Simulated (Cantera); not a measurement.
Input: 1 mol Si3N4, 0.002 mol H2O, 24 mol N2, at 0.128 Torr.

Equilibrium computed with Cantera from the NASA thermochemical tables; the gas is ideal and each condensed phase is pure. Candidate condensed phases: H2O, Si, SiO2, Si2N2O, Si3N4; 35 gas species. The tables' values for SiN are old estimates; treat these amounts as uncertain. The numbers say what is thermodynamically allowed, not how fast it happens.

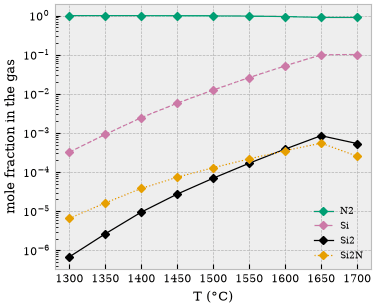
Figure: Equilibrium gas composition (values under 1e-9 drawn at 1e-9)

Read off the mole fractions at 1550 °C.

N2 about 0.97, Si about 0.026, Si2N about 0.00022, Si2 about 0.00017.
